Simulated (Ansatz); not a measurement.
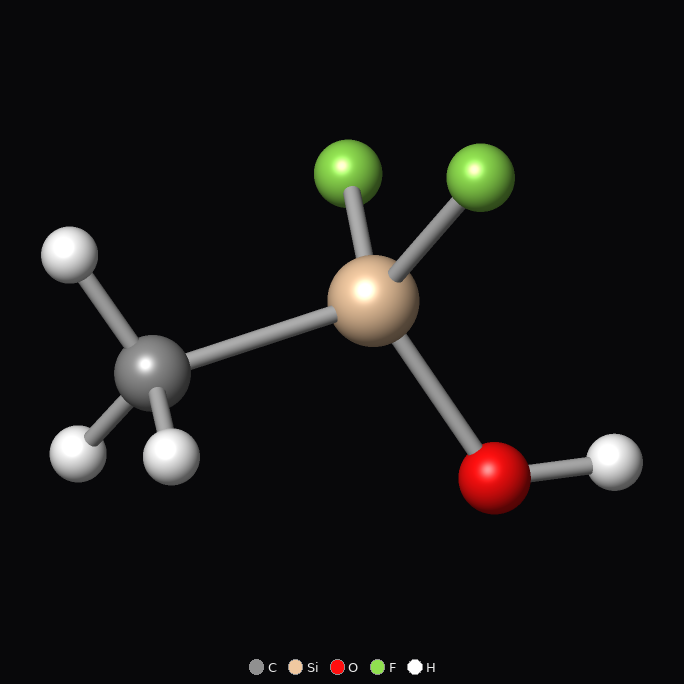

Sticks follow a distance rule. Harmonic vibrations computed with RKS PBE0-D4/def2-TZVP (Ansatz 0.2.0) at a stationary point of the same level.

**Minimum or transition state?**

A minimum: no imaginary frequency, and the lowest mode lies at 126 cm⁻¹.

**List the wavenumbers.**

21 modes: 126, 172, 222, 245, 333, 343, 366, 698, 771, 785, 802, 921, 951, 993, 1297, 1446, 1448, 3066, 3153, 3154, 3928 cm⁻¹.
